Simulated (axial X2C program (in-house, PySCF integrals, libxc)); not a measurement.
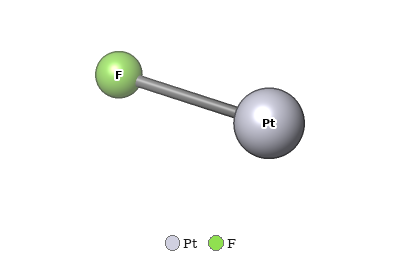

**Figure 1.** The molecule at the reference distance of 1.840 Å.

Relativistic diatomic calculation for PtF

System: PtF, single determinant with M_S = 1/2 and |Λ| = 0.
Method: BHandHLYP, spin-free X2C-1e, Pt dyall-v3z, F dyall-v3z (cores contracted) (axial X2C program (in-house, PySCF integrals, libxc)).

### Output
```
spin-free X2C-1e  BHandHLYP
basis functions 198  fitting functions 1092  grid points 346
iter        total energy     max residual
   1     -18515.672995529     3.91e-01
   2     -18515.676877388     8.36e-03
   3     -18515.677267500     9.17e-02
   4     -18515.677728477     1.60e-03
   5     -18515.677735370     5.25e-03
   6     -18515.677756372     4.94e-04
   7     -18515.677760411     6.85e-04
   8     -18515.677761428     1.16e-04
   9     -18515.677761591     4.01e-05
  10     -18515.677761605     1.15e-05
  11     -18515.677761608     7.45e-06
converged
one-electron -25794.27869044  Coulomb 7448.36888563  exact exchange -182.94263029  xc functional -188.71793632  nuclear repulsion 201.89260982
```

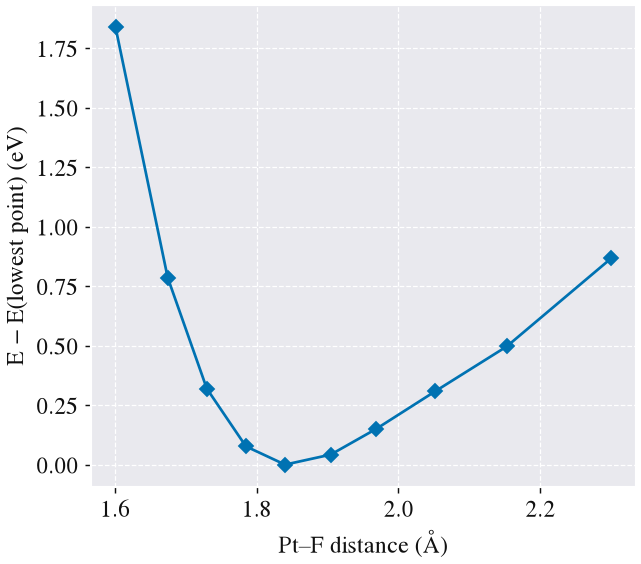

**Figure 2.** Energy at 10 bond lengths, for one set of occupations held fixed; the line joins the points. A polynomial of degree 6 through 9 points gives rₑ = 1.847 Å, ωₑ = 713.3 cm⁻¹, ωₑxₑ = 18 cm⁻¹ and Bₑ = 0.2853 cm⁻¹. The minimum lies 3.07 eV below Pt + F, each computed as one determinant at the same level.

### Input file
```
{"zs": [78, 9], "q": 0, "bas": ["dyall-v3z", "dyall-v3z"], "levels": ["PBE0", "HF", "PBEsol", "BHandHLYP"], "cc": false, "r0": 1.87, "npts": 10, "nst": 2, "ntry": 6, "opt": {"nrad": 20, "nth": 10}}
```

The line is the task of a batch: nuclear charges, charge, bases, the levels to run, a first guess of the distance and further settings. This report covers BHandHLYP without spin-orbit coupling. The log is that of the reference distance 1.84 Å.

The run was one of a batch that the task file lists, launched with:
```bash
python <driver script> task.json out
```

### What the run reported

| quantity | value |
| --- | --- |
| outcome | converged |
| bond length rₑ | 1.847 Å |
| ωₑ | 713.3 cm⁻¹ |
| energy at the minimum | −18515.67779 hartree |
| depth below the fragments | 3.07 eV |
| largest ⟨S²⟩ along the curve | 0.75 |
| hardware | 1 thread of Arm Neoverse N1, 98 GiB of memory available, shared host |
| wall time | 11 s |
| peak memory | 0.36 GiB |

### What is odd here

The input is odd on purpose: coarse grid (nrad = 20.0) (nth = 10.0). The program ran to the end. Its numbers are those of the input as typed; this run alone doesn't show how far the oddity moves them.
